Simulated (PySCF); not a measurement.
```xyz
12

C     3.5185   -0.3856   -1.1781
C     2.6535   -0.3795   -0.3450
Si    1.3224   -0.3495    0.9751
N    -0.1079    0.3604    0.3231
B    -1.2496   -0.2528   -0.2681
N    -2.2477    0.5372   -0.8335
H     1.0521   -1.7260    1.3841
H     1.7933    0.5401    2.0462
H    -0.0939    1.3692    0.2645
H    -1.3552   -1.4171   -0.2592
H    -3.0769    0.1613   -1.2566
H    -2.2073    1.5417   -0.8786
```

Geometry: GFN2-xTB.

All numbers below come from PySCF 2.14.0, density-fitted response routines, UKS B3LYP, pcH-1 on B C H N Si, non-relativistic, mean-field spin-orbit, GIAO.

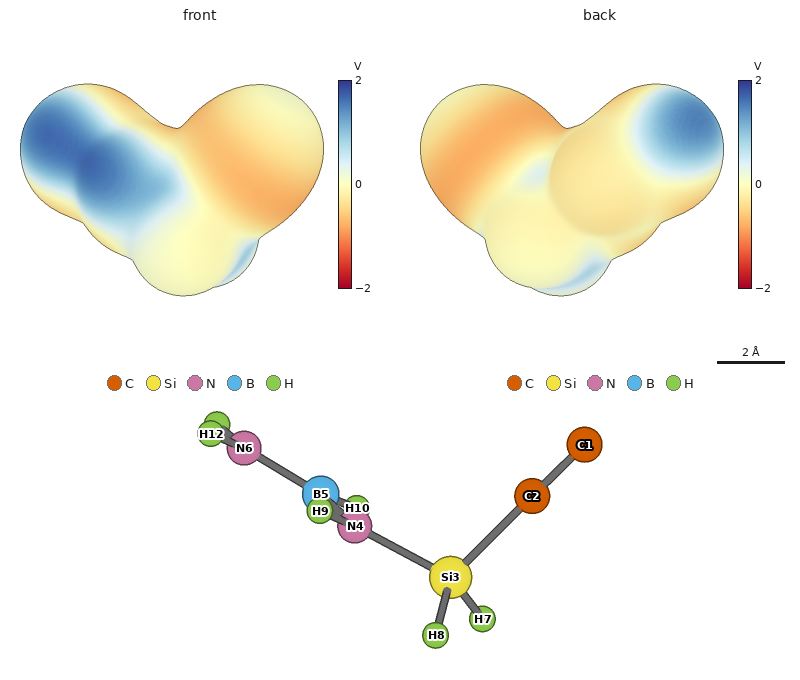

C2H6BN2Si (SMILES [C]#C[SiH2]NBN) (doublet). The molecular electrostatic potential painted on the density surface at 0.001 e/bohr³, seen from the front and from behind; the colour scale runs from red (negative) to blue (positive). The bare structure is drawn below in the same view.

Question: Describe the electrostatic potential map.

Answer: The most negative region (about −0.8 V, or −18 kcal/mol for a unit charge) lies over C1 and C2, the most positive (about +1.7 V, or +39 kcal/mol for a unit charge) over H9 and H12.
